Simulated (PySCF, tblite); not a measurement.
# C3H5F3OS: a rotation path, then NMR shifts on frames, part 1 of 2

Aim: move C3H5F3OS (`COCSC(F)(F)F`) away from its starting geometry and see how NMR shifts follow the geometry.

Computed with tblite 0.8.0 and PySCF 2.14.0, with density-fitted response routines of our own, on a single molecule in the gas phase. Atoms are numbered from 0 throughout.

### Step 1. The starting structure

13 atoms, charge 0, multiplicity 1; geometry from: GFN2-xTB.

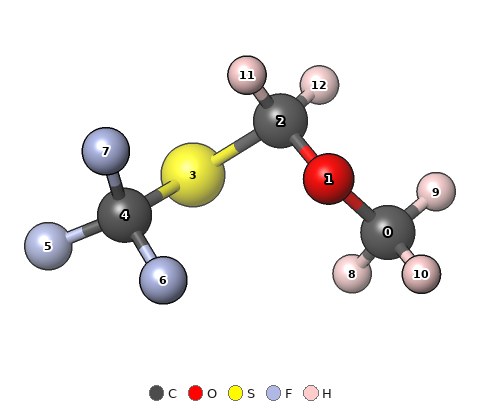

As it starts; carbon dark grey, oxygen red, sulfur yellow, fluorine light blue, hydrogen pink, atoms numbered; sticks join atoms by distance.

### Step 2. The rotation path with GFN2-xTB

Job settings and geometry (Å):

```
{"job": {"kind": "neb", "xc": "GFN2-xTB", "basis": "xTB", "atoms": [6, 4, 3, 2], "turn": 120}, "charge": 0, "multiplicity": 1}
C      1.936609     0.306994     0.379988
O      0.897197     0.588754    -0.536506
C      0.212723    -0.501901    -0.981656
S     -0.902753    -1.257677     0.309798
C     -2.060698     0.138195     0.477207
F     -3.105181    -0.219926     1.215935
F     -1.500058     1.196052     1.060522
F     -2.524020     0.543050    -0.707773
H      1.541162    -0.163432     1.285577
H      2.684068    -0.353074    -0.072302
H      2.387692     1.263403     0.631110
H     -0.425615    -0.196370    -1.810842
H      0.854487    -1.343581    -1.268786
```

Method: GFN2-xTB climbing-image nudged elastic band, gas phase.

Run with:

```sh
$ OMP_NUM_THREADS=1 python probes_run.py task.json out
```

The driver reads the jobs from task.json and runs them one after another.

Standard output:

```text
image   E - E0 / eV
  0       0.0000
  1       0.0126
  2       0.0384
  3       0.0605
  4       0.0672
  5       0.0559
  6       0.0333
  7       0.0107
  8       0.0001
```

Run time: 2.2 s. Hardware: 1 thread of Arm Neoverse V1, shared host; peak memory 0.25 GiB.

The final band, with the dihedral F6–C4–S3–C2:

```
image  dihedral (°)  energy (eV)  energy (kcal/mol)
    0           -69        0.000                0.0
    1           -55        0.013                0.3
    2           -40        0.038                0.9
    3           -25        0.060                1.4
    4            -9        0.067                1.5
    5             7        0.056                1.3
    6            23        0.033                0.8
    7            37        0.011                0.2
    8            51        0.000                0.0
```

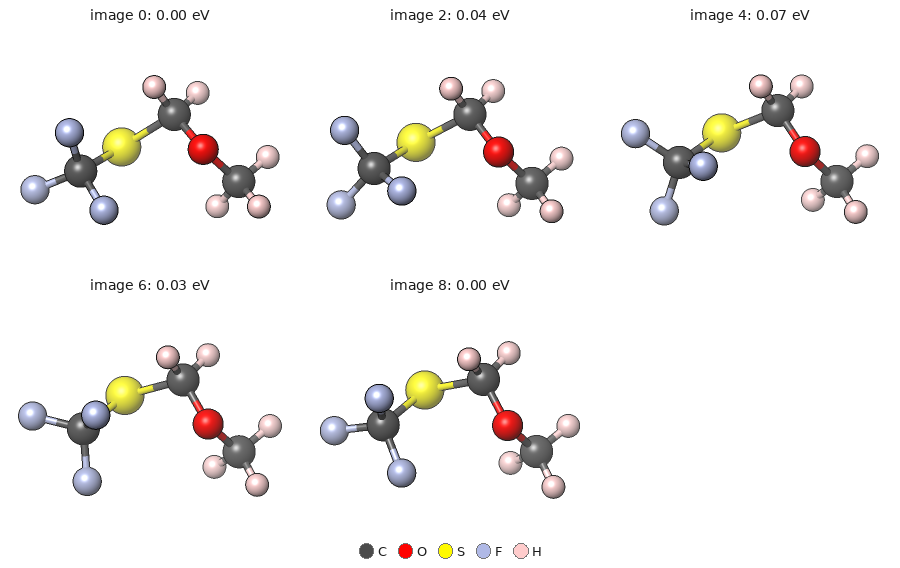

Images along the band.

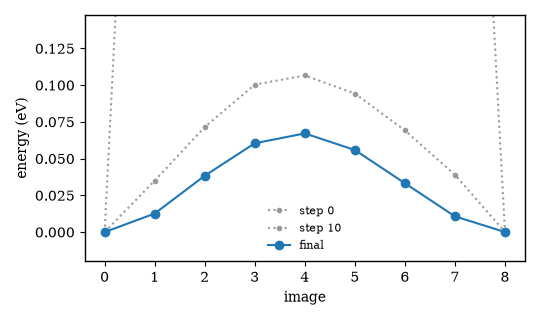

Energy along the band, early and final.

### Step 3. Nuclear shieldings: image 0, PBE0/pcSseg-1

Job settings and geometry (Å):

```
{"job": {"kind": "nmr", "xc": "PBE0", "basis": "pcSseg-1", "pop": false}, "charge": 0, "multiplicity": 1}
C      1.936600     0.307000     0.380000
O      0.897200     0.588800    -0.536500
C      0.212700    -0.501900    -0.981700
S     -0.902800    -1.257700     0.309800
C     -2.060700     0.138200     0.477200
F     -3.105200    -0.219900     1.215900
F     -1.500100     1.196100     1.060500
F     -2.524000     0.543000    -0.707800
H      1.541200    -0.163400     1.285600
H      2.684100    -0.353100    -0.072300
H      2.387700     1.263400     0.631100
H     -0.425600    -0.196400    -1.810800
H      0.854500    -1.343600    -1.268800
```

Method: GIAO PBE0/pcSseg-1 NMR shielding, non-relativistic, gas phase.

Standard output:

```text
coarse grid: 12328 points
cycle   1  E = -889.3045020614  dE =  1.229e+00  |g| = 9.987e-01  |ddm| = 3.122e+00
cycle   2  E = -889.0892071608  dE =  2.153e-01  |g| = 1.552e+00  |ddm| = 1.327e+00
cycle   3  E = -889.4777987156  dE = -3.886e-01  |g| = 6.764e-02  |ddm| = 8.534e-01
cycle   4  E = -889.4783117656  dE = -5.131e-04  |g| = 5.068e-02  |ddm| = 1.168e-01
cycle   5  E = -889.4788556085  dE = -5.438e-04  |g| = 1.164e-02  |ddm| = 5.387e-02
cycle   6  E = -889.4788808796  dE = -2.527e-05  |g| = 2.939e-03  |ddm| = 1.020e-02
cycle   7  E = -889.4788822369  dE = -1.357e-06  |g| = 7.783e-04  |ddm| = 2.377e-03
final grid: 118256 points
cycle   8  E = -889.5574672984  dE = -3.840e-05  |g| = 1.059e-02  |ddm| = 2.078e-02
cycle   9  E = -889.5574513568  dE =  1.594e-05  |g| = 1.437e-02  |ddm| = 1.373e-02
cycle  10  E = -889.5574880924  dE = -3.674e-05  |g| = 1.078e-03  |ddm| = 7.840e-03
cycle  11  E = -889.5574883278  dE = -2.355e-07  |g| = 2.320e-04  |ddm| = 1.101e-03
cycle  12  E = -889.5574883387  dE = -1.089e-08  |g| = 8.810e-05  |ddm| = 3.032e-04
cycle  13  E = -889.5574883403  dE = -1.590e-09  |g| = 2.439e-05  |ddm| = 8.144e-05
cycle  14  E = -889.5574883404  dE = -1.069e-10  |g| = 4.555e-06  |ddm| = 1.586e-05
converged SCF energy = -889.5574883404

GIAO shielding tensors (ppm)
atom      isotropic    diamagn.    paramagn.     s11        s22        s33       span
  0 C      129.364     245.882    -116.518     92.464    112.187    183.439     90.975
  1 O      292.642     396.770    -104.129    244.611    299.398    333.916     89.305
  2 C      104.106     247.418    -143.312     62.689    102.431    147.197     84.508
  3 S      379.129    1055.909    -676.780    156.306    324.790    656.291    499.985
  4 C       45.212     243.793    -198.581     32.228     46.236     57.171     24.944
  5 F      230.978     468.571    -237.593    155.549    211.183    326.201    170.652
  6 F      211.707     476.613    -264.906    140.109    179.967    315.045    174.935
  7 F      232.118     474.227    -242.109    144.000    222.689    329.665    185.665
  8 H       27.513      29.750      -2.236     23.175     27.266     32.099      8.924
  9 H       28.827      28.813       0.014     24.919     26.194     35.367     10.448
 10 H       27.967      28.752      -0.785     24.035     25.649     34.216     10.181
 11 H       25.642      29.607      -3.965     20.143     26.725     30.057      9.914
 12 H       27.216      29.999      -2.782     21.252     27.164     33.232     11.980
```

Wall time 20 s (1 thread of Arm Neoverse V1, shared host); peak memory 0.8 GiB.

The references, computed at this level on geometries of the same kind, shield at (ppm): ¹H TMS 31.72, ¹³C TMS 186.9, ¹⁹F CFCl3 170.9, ¹⁷O H2O 336.1, ³³S CS2 504. Their shielding less the atom's gives the shift. The references are single molecules in the gas phase, so shifts against H2O, NH3, PH3, H3PO4 or CFCl3 are not on the usual liquid scales and can be off by tens of ppm. Each atom is listed at this fixed geometry, with no averaging over motion; a spectrum would average atoms that exchange fast.

```csv
atoms,environment,σ (ppm),δ (ppm)
C4,CF3 carbon,45.2,141.7
C2,sp3 CH2 bonded to O and S,104.1,82.8
C0,methyl carbon bonded to O,129.4,57.6
H11,hydrogen on an sp3 CH2 bonded to O and S,25.64,6.08
H12,hydrogen on an sp3 CH2 bonded to O and S,27.22,4.50
H8,hydrogen on a methyl carbon bonded to O,27.51,4.20
H10,hydrogen on a methyl carbon bonded to O,27.97,3.75
H9,hydrogen on a methyl carbon bonded to O,28.83,2.89
O1,ether oxygen,292.6,43.4
S3,sulfide sulfur,379,125
F6,fluorine of an SCF3 group,211.7,-40.8
F5,fluorine of an SCF3 group,231.0,-60.0
F7,fluorine of an SCF3 group,232.1,-61.2
```

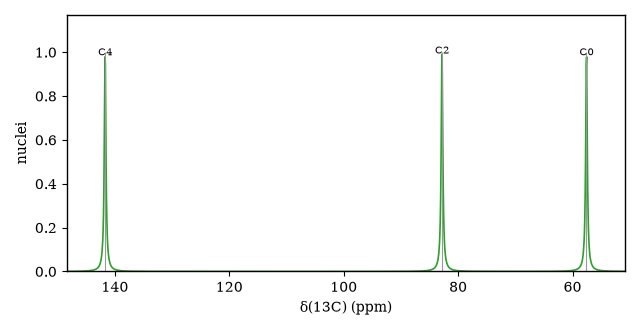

¹³C lines at the computed shifts, without couplings. Lines are broadened to a width of 0.34 ppm (Lorentzian).

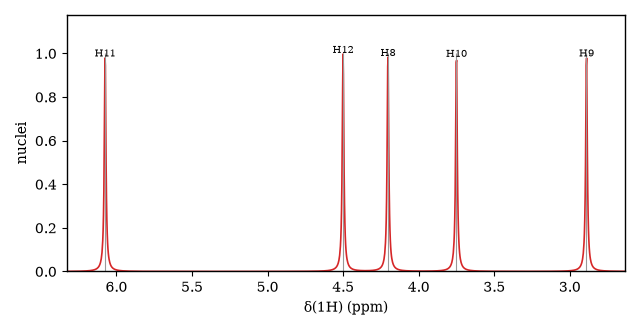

¹H lines at the computed shifts, without couplings. Lines are broadened to a width of 0.01 ppm (Lorentzian).

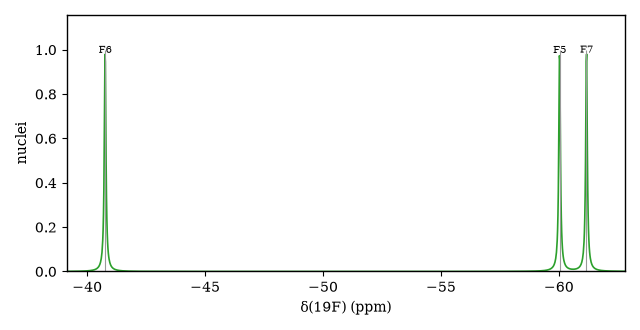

¹⁹F lines at the computed shifts, without couplings. Lines are broadened to a width of 0.08 ppm (Lorentzian).

### Step 4. NMR shieldings: image 2, PBE0/pcSseg-1

Job settings and geometry (Å):

```
{"job": {"kind": "nmr", "xc": "PBE0", "basis": "pcSseg-1", "pop": false}, "charge": 0, "multiplicity": 1}
C      1.933700     0.250100     0.464400
O      0.937800     0.616700    -0.469400
C      0.243000    -0.419800    -1.013400
S     -0.909500    -1.253600     0.193900
C     -2.080000     0.123000     0.421200
F     -2.770500    -0.052000     1.543100
F     -1.478300     1.305600     0.496000
F     -2.956800     0.199800    -0.585900
H      1.497200    -0.281200     1.317000
H      2.689900    -0.384700    -0.006500
H      2.383100     1.180000     0.803400
H     -0.369000    -0.033700    -1.829000
H      0.875100    -1.249600    -1.352500
```

With the program's defaults for keys left out, this is: GIAO PBE0/pcSseg-1 NMR shielding, non-relativistic, gas phase.

Standard output:

```text
coarse grid: 12328 points
cycle   1  E = -889.3003917195  dE =  1.236e+00  |g| = 1.003e+00  |ddm| = 3.121e+00
cycle   2  E = -889.0799301753  dE =  2.205e-01  |g| = 1.565e+00  |ddm| = 1.341e+00
cycle   3  E = -889.4751989155  dE = -3.953e-01  |g| = 7.030e-02  |ddm| = 8.658e-01
cycle   4  E = -889.4757413596  dE = -5.424e-04  |g| = 5.331e-02  |ddm| = 1.210e-01
cycle   5  E = -889.4763411754  dE = -5.998e-04  |g| = 1.170e-02  |ddm| = 5.549e-02
cycle   6  E = -889.4763664947  dE = -2.532e-05  |g| = 2.966e-03  |ddm| = 1.028e-02
cycle   7  E = -889.4763678882  dE = -1.394e-06  |g| = 7.873e-04  |ddm| = 2.435e-03
final grid: 118256 points
cycle   8  E = -889.5553021202  dE = -3.911e-05  |g| = 1.064e-02  |ddm| = 2.031e-02
cycle   9  E = -889.5552856529  dE =  1.647e-05  |g| = 1.454e-02  |ddm| = 1.357e-02
cycle  10  E = -889.5553228175  dE = -3.716e-05  |g| = 1.081e-03  |ddm| = 7.813e-03
cycle  11  E = -889.5553230560  dE = -2.384e-07  |g| = 2.406e-04  |ddm| = 1.126e-03
cycle  12  E = -889.5553230679  dE = -1.191e-08  |g| = 8.878e-05  |ddm| = 3.101e-04
cycle  13  E = -889.5553230695  dE = -1.594e-09  |g| = 2.427e-05  |ddm| = 8.028e-05
cycle  14  E = -889.5553230696  dE = -1.032e-10  |g| = 4.648e-06  |ddm| = 1.573e-05
converged SCF energy = -889.5553230696

GIAO shielding tensors (ppm)
atom      isotropic    diamagn.    paramagn.     s11        s22        s33       span
  0 C      130.066     245.870    -115.804     93.775    112.886    183.539     89.764
  1 O      293.977     396.576    -102.598    249.154    297.503    335.275     86.120
  2 C      105.043     247.265    -142.222     62.343    104.199    148.588     86.245
  3 S      387.697    1056.066    -668.369    159.528    334.611    668.952    509.424
  4 C       44.826     243.848    -199.022     31.783     45.629     57.067     25.284
  5 F      227.024     469.925    -242.901    155.424    202.329    323.320    167.896
  6 F      219.834     477.425    -257.591    146.278    205.603    307.621    161.344
  7 F      222.842     472.000    -249.158    147.984    190.395    330.147    182.163
  8 H       27.457      29.741      -2.284     23.050     27.330     31.992      8.942
  9 H       28.840      28.803       0.037     24.911     26.186     35.422     10.511
 10 H       27.985      28.749      -0.765     23.984     25.699     34.270     10.287
 11 H       25.779      29.593      -3.815     20.025     26.922     30.389     10.364
 12 H       27.207      29.893      -2.686     21.014     27.235     33.373     12.358
```

Wall time 19 s (1 thread of Arm Neoverse V1, shared host); peak memory 0.91 GiB.

Key values: δ C4 142.1, C2 81.9, C0 56.9, O1 42.1, H11 5.94, H12 4.51 ppm.

(Continued in part 2 of 2.)
